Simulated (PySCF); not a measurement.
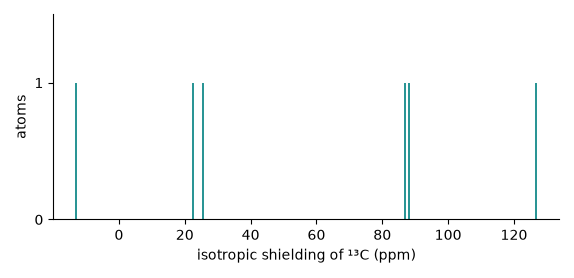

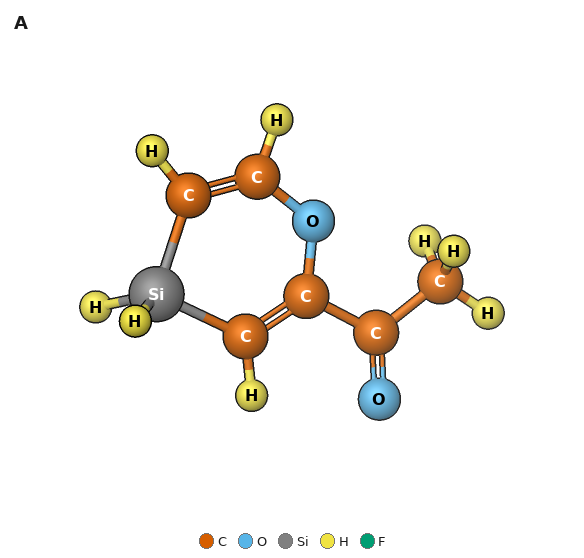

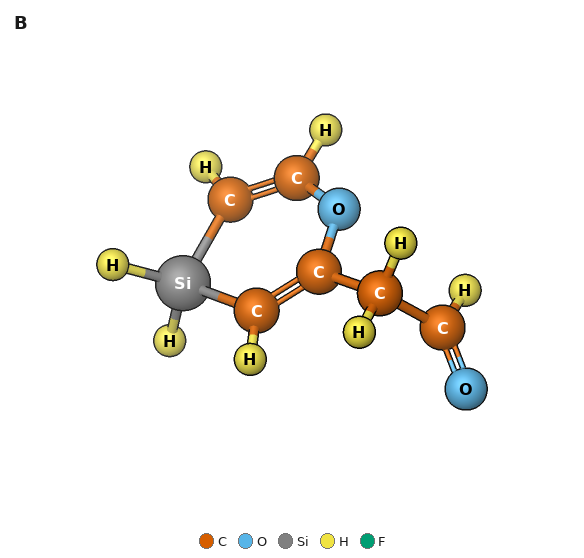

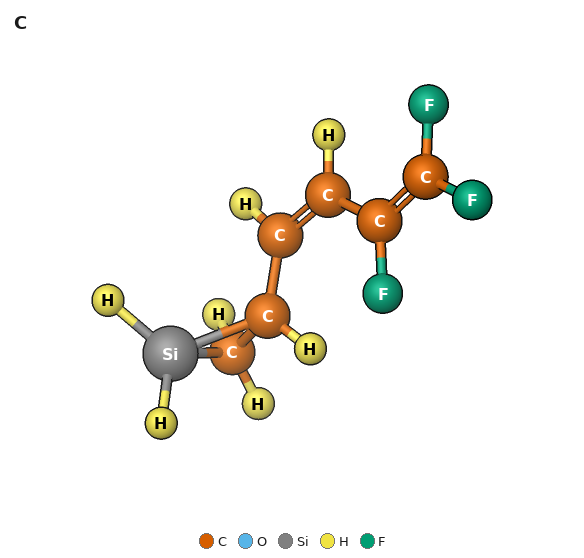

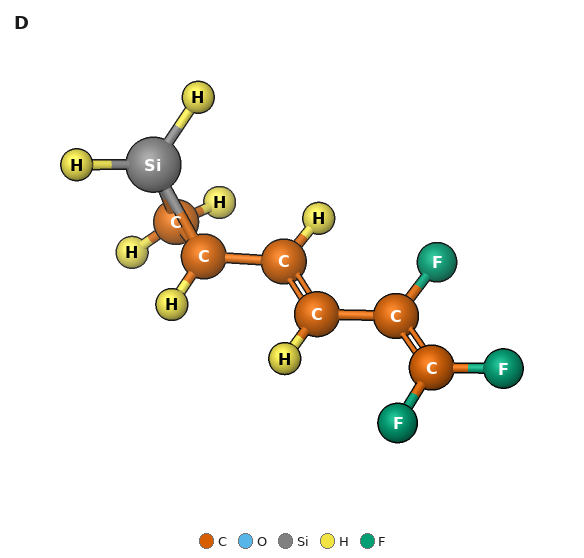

The sticks are computed shieldings of one of the molecules, for one fixed geometry (GFN2-xTB) without averaging over rotations. Low shielding means a high chemical shift. Method: GIAO PBE0/pcSseg-1 NMR shielding, non-relativistic, gas phase (PySCF 2.14.0).

**Match the spectrum to a structure.**

B, `O=CCC1=C[SiH2]C=CO1`. Its 6 C atoms give lines at −13.0, 22.6, 25.6, 86.9, 88.1, 126.8 ppm.

The geometry is semi-empirical. Around Si such bond lengths and angles can be off by a tenth of an ångström or more and by several degrees, and values that hang on the shape move with them.
